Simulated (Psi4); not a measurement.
## Interaction calculation, with input and output: BN2H3O (part 2 of 2)

Continued. System: BN2H3O, SMILES N#[N+][O-].[H]B([H])[H]. Method: SAPT0/jun-cc-pV(D+d)Z, RHF (Psi4 1.11). The geometry comes from this level: GFN2-xTB.

Geometry of the input (Å):
```
N  2.2125  -0.2570  1.0986
N  1.7636  -0.9577  0.3709
O  1.3029  -1.6914  -0.3863
B  -2.4210  1.3269  -0.5007
H  -2.3393  0.7184  0.4896
H  -1.4589  1.7366  -1.0149
H  -3.4662  1.5499  -0.9614
```

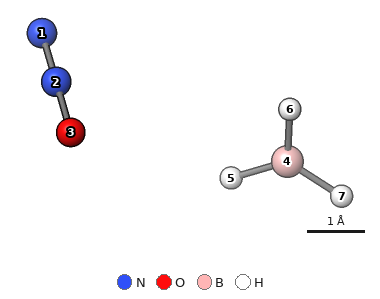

Fig. 1: The structure as given in the input (ball-and-stick view, seen at a tilt; atoms are numbered from 1 in the order of the input).

The program's output, continued:
```
 ------------------------------------------------------------------------------------
     Multipole            Electronic (a.u.)      Nuclear  (a.u.)        Total (a.u.)
 ------------------------------------------------------------------------------------

 L = 1.  Multiply by 2.5417464519 to convert [e a0] to [Debye]
 Dipole X            :        -72.2109038           72.2932304            0.0823266
 Dipole Y            :         41.7703980          -41.6376396            0.1327584
 Dipole Z            :        -13.4622847           13.5988660            0.1365814
 Magnitude           :                                                    0.2075017

 ------------------------------------------------------------------------------------

	total time  =          0 seconds =       0.00 minutes

  //>>>>>>>>>>>>>>>>>>>>>>>>>>>>>>>>>>>//
  //            Monomer B HF           //
  //<<<<<<<<<<<<<<<<<<<<<<<<<<<<<<<<<<<//

  ==> Geometry <==

    Molecular point group: c1
    Full point group: C1

    Geometry (in Angstrom), charge = 0, multiplicity = 1:

       Center              X                  Y                   Z               Mass
    ------------   -----------------  -----------------  -----------------  -----------------
      Gh(N)           2.212530000000    -0.256960000000     1.098620000000    14.003074004430
      Gh(N)           1.763620000000    -0.957670000000     0.370930000000    14.003074004430
      Gh(O)           1.302860000000    -1.691410000000    -0.386330000000    15.994914619570
         B           -2.421010000000     1.326860000000    -0.500700000000    11.009305360000
         H           -2.339300000000     0.718410000000     0.489600000000     1.007825032230
         H           -1.458910000000     1.736550000000    -1.014870000000     1.007825032230
         H           -3.466190000000     1.549900000000    -0.961430000000     1.007825032230

  Running in c1 symmetry.

  Rotational constants: A =      0.42671  B =      0.05673  C =      0.05069 [cm^-1]
  Rotational constants: A =  12792.54453  B =   1700.61011  C =   1519.59916 [MHz]
  Nuclear repulsion =    7.601918048521768

  Charge       = 0
  Multiplicity = 1
  Electrons    = 8
  Nalpha       = 4
  Nbeta        = 4

  ==> Iterations <==

                           Total Energy        Delta E     RMS |[F,P]|

   @DF-RHF iter SAD:   -25.67496855747101   -2.56750e+01   0.00000e+00
   @DF-RHF iter   1:   -26.38349774791207   -7.08529e-01   8.11165e-04 ADIIS/DIIS
   @DF-RHF iter   2:   -26.38865399961208   -5.15625e-03   2.07382e-04 ADIIS/DIIS
   @DF-RHF iter   3:   -26.38908956212828   -4.35563e-04   3.86619e-05 DIIS
   @DF-RHF iter   4:   -26.38910763607612   -1.80739e-05   6.29302e-06 DIIS
   @DF-RHF iter   5:   -26.38910808600047   -4.49924e-07   3.81153e-07 DIIS
   @DF-RHF iter   6:   -26.38910808760702   -1.60655e-09   3.47415e-08 DIIS
   @DF-RHF iter   7:   -26.38910808761975   -1.27329e-11   3.38672e-09 DIIS
  Energy and wave function converged.

  ==> Post-Iterations <==

    Orbital Energies [Eh]
    ---------------------

    Doubly Occupied:

       1A     -7.612462     2A     -0.710580     3A     -0.500743
       4A     -0.500639

    Virtual:

       5A      0.032857     6A      0.049435     7A      0.065328
       8A      0.067232     9A      0.091120    10A      0.097665
      11A      0.119324    12A      0.134029    13A      0.154482
      14A      0.167317    15A      0.186209    16A      0.194717
      17A      0.259553    18A      0.263326    19A      0.270672
      20A      0.275186    21A      0.279248    22A      0.279855
      23A      0.311081    24A      0.338040    25A      0.473881
      26A      0.484349    27A      0.525458    28A      0.575791
      29A      0.628576    30A      0.641152    31A      0.658536
      32A      0.694635    33A      0.778101    34A      0.781055
      35A      0.814045    36A      0.822409    37A      0.841905
      38A      0.861656    39A      0.872908    40A      0.880995
      41A      0.945792    42A      1.030701    43A      1.038089
      44A      1.220736    45A      1.304906    46A      1.456840
      47A      1.462378    48A      1.580449    49A      1.583025
      50A      1.815949    51A      1.959086    52A      1.959924
      53A      2.168965    54A      2.331193    55A      2.332599
      56A      2.599625    57A      2.614591    58A      2.644866
      59A      2.645078    60A      2.673626    61A      2.677873
      62A      2.859663    63A      2.862144    64A      3.091252
      65A      3.134751    66A      3.134804    67A      3.445043
      68A      3.452593    69A      3.505919    70A      3.853354
      71A      3.976384    72A      3.998510    73A      4.218365
      74A      4.218452    75A      4.412199    76A      4.657291
      77A      4.660869    78A      5.152682    79A      5.158464
      80A      5.261197    81A      5.774577    82A      5.779722
      83A      7.376760    84A      7.855806    85A     25.073776
      86A     25.870979    87A     33.606485

    Final Occupation by Irrep:
              A
    DOCC [     4 ]
    NA   [     4 ]
    NB   [     4 ]

  @DF-RHF Final Energy:   -26.38910808761975

   => Energetics <=

    Nuclear Repulsion Energy =              7.6019180485217683
    One-Electron Energy =                 -49.3332031740658081
    Two-Electron Energy =                  15.3421770379242872
    Total Energy =                        -26.3891080876197535

Computation Completed

Properties will be evaluated at   0.000000,   0.000000,   0.000000 [a0]

Properties computed using the SCF density matrix

 Multipole Moments:

 ------------------------------------------------------------------------------------
     Multipole            Electronic (a.u.)      Nuclear  (a.u.)        Total (a.u.)
 ------------------------------------------------------------------------------------

 L = 1.  Multiply by 2.5417464519 to convert [e a0] to [Debye]
 Dipole X            :         36.6032632          -36.6029557            0.0003075
 Dipole Y            :        -20.1137284           20.1050986           -0.0086298
 Dipole Z            :          7.5348202           -7.5403852           -0.0055650
 Magnitude           :                                                    0.0102731

 ------------------------------------------------------------------------------------

	total time  =          0 seconds =       0.00 minutes
  Constructing Basis Sets for SAPT...

   => Loading Basis Set <=

    Name: (JUN-CC-PV(D+D)Z AUX)
    Role: RIFIT
    Keyword: DF_BASIS_SAPT

   => Loading Basis Set <=

    Name: (JUN-CC-PV(D+D)Z AUX)
    Role: JKFIT
    Keyword: DF_BASIS_ELST

  //>>>>>>>>>>>>>>>>>>>>>>>>>>>>>>>>>>>//
  //               SAPT0               //
  //<<<<<<<<<<<<<<<<<<<<<<<<<<<<<<<<<<<//

        SAPT0
     6 June 2009

      Orbital Information
  --------------------------
    NSO        =        87
    NMO        =        87
    NRI        =       302
    NRI (Elst) =       385
    NOCC A     =        11
    NOCC B     =         4
    FOCC A     =         0
    FOCC B     =         0
    NVIR A     =        76
    NVIR B     =        83

    Elst10,r            =    -0.000238708817 [Eh]
    Exch10              =     0.000011974283 [Eh]
    Exch10 (S^2)        =     0.000011974104 [Eh]

    Maxiter = 50
    CPHF R converge = 1.000000E-08

    Iter     Energy [mEh]          dE [mEh]         Residual      Time [s]
       1      -0.00110503       0.001105034     4.934302e-04             0
       2      -0.00100358      -0.000101453     1.067185e-04             0
       3      -0.00112043       0.000116846     5.274465e-05             0
       4      -0.00114171       0.000021285     1.433727e-05             0
       5      -0.00114125      -0.000000459     7.017234e-06             0
       6      -0.00113826      -0.000002989     2.758111e-06             0
       7      -0.00113942       0.000001159     1.300470e-06             0
       8      -0.00113950       0.000000074     4.977574e-07             0
       9      -0.00113934      -0.000000157     1.291124e-07             0
      10      -0.00113937       0.000000028     3.224827e-08             0
      11      -0.00113937       0.000000001     8.348638e-09             0

    CHF Iterations converged

    Maxiter = 50
    CPHF R converge = 1.000000E-08

    Iter     Energy [mEh]          dE [mEh]         Residual      Time [s]
       1      -0.00782973       0.007829735     3.503197e-04             0
       2      -0.00953890       0.001709162     4.748886e-05             0
       3      -0.00948387      -0.000055027     7.058683e-06             0
       4      -0.00948522       0.000001354     1.621636e-06             0
       5      -0.00948642       0.000001199     4.764943e-07             0
       6      -0.00948598      -0.000000446     1.056559e-07             0
       7      -0.00948607       0.000000096     1.730618e-08             0
       8      -0.00948606      -0.000000011     2.763414e-09             0

    CHF Iterations converged

    Ind20,r (A<-B)      =    -0.000001139370 [Eh]
    Ind20,r (B<-A)      =    -0.000009486061 [Eh]
    Ind20,r             =    -0.000010625431 [Eh]
    Exch-Ind20,r (A<-B) =     0.000000027096 [Eh]
    Exch-Ind20,r (B<-A) =     0.000003839353 [Eh]
    Exch-Ind20,r        =     0.000003866449 [Eh]
    Disp20              =    -0.000169104372 [Eh]
    Disp20 (SS)         =    -0.000084552186 [Eh]
    Disp20 (OS)         =    -0.000084552186 [Eh]
    Exch-Disp20         =     0.000001267140 [Eh]
    Exch-Disp20 (SS)    =     0.000000729233 [Eh]
    Exch-Disp20 (OS)    =     0.000000537907 [Eh]

    SAPT Results
  --------------------------------------------------------------------------------------------------------
    Electrostatics                 -0.23870882 [mEh]      -0.14979204 [kcal/mol]      -0.62672991 [kJ/mol]
      Elst10,r                     -0.23870882 [mEh]      -0.14979204 [kcal/mol]      -0.62672991 [kJ/mol]

    Exchange                        0.01197428 [mEh]       0.00751398 [kcal/mol]       0.03143848 [kJ/mol]
      Exch10                        0.01197428 [mEh]       0.00751398 [kcal/mol]       0.03143848 [kJ/mol]
      Exch10(S^2)                   0.01197410 [mEh]       0.00751386 [kcal/mol]       0.03143801 [kJ/mol]

    Induction                      -0.00699488 [mEh]      -0.00438936 [kcal/mol]      -0.01836506 [kJ/mol]
      Ind20,r                      -0.01062543 [mEh]      -0.00666756 [kcal/mol]      -0.02789707 [kJ/mol]
      Exch-Ind20,r                  0.00386645 [mEh]       0.00242623 [kcal/mol]       0.01015136 [kJ/mol]
      delta HF,r (2)               -0.00023590 [mEh]      -0.00014803 [kcal/mol]      -0.00061936 [kJ/mol]

    Dispersion                     -0.16783723 [mEh]      -0.10531945 [kcal/mol]      -0.44065659 [kJ/mol]
      Disp20                       -0.16910437 [mEh]      -0.10611460 [kcal/mol]      -0.44398347 [kJ/mol]
      Exch-Disp20                   0.00126714 [mEh]       0.00079514 [kcal/mol]       0.00332688 [kJ/mol]
      Disp20 (SS)                  -0.08455219 [mEh]      -0.05305730 [kcal/mol]      -0.22199173 [kJ/mol]
      Disp20 (OS)                  -0.08455219 [mEh]      -0.05305730 [kcal/mol]      -0.22199173 [kJ/mol]
      Exch-Disp20 (SS)              0.00072923 [mEh]       0.00045760 [kcal/mol]       0.00191460 [kJ/mol]
      Exch-Disp20 (OS)              0.00053791 [mEh]       0.00033754 [kcal/mol]       0.00141227 [kJ/mol]

  Total HF                         -0.23372942 [mEh]      -0.14666742 [kcal/mol]      -0.61365650 [kJ/mol]
  Total SAPT0                      -0.40156665 [mEh]      -0.25198688 [kcal/mol]      -1.05431309 [kJ/mol]

  Special recipe for scaled SAPT0 (see Manual):
    Electrostatics sSAPT0          -0.23870882 [mEh]      -0.14979204 [kcal/mol]      -0.62672991 [kJ/mol]
    Exchange sSAPT0                 0.01197428 [mEh]       0.00751398 [kcal/mol]       0.03143848 [kJ/mol]
    Induction sSAPT0               -0.00699471 [mEh]      -0.00438925 [kcal/mol]      -0.01836461 [kJ/mol]
    Dispersion sSAPT0              -0.16783718 [mEh]      -0.10531942 [kcal/mol]      -0.44065644 [kJ/mol]
  Total sSAPT0                     -0.40156642 [mEh]      -0.25198673 [kcal/mol]      -1.05431249 [kJ/mol]
  --------------------------------------------------------------------------------------------------------

	total time  =          1 seconds =       0.02 minutes

Warning! sapt0 does not have an associated derived wavefunction. The returned wavefunction is the dimer SCF wavefunction.

[set-up sections that repeat, and orbital energies of the middle runs, are left out above]
```

Standard output:
```
sapt0 energy: -0.0004015667 Eh
```

Key numbers:

- outcome: converged
- SCF energy: −210.094492 hartree
- basis functions: 87
- wall time: 2.9 s
- peak memory: 0.25 GiB
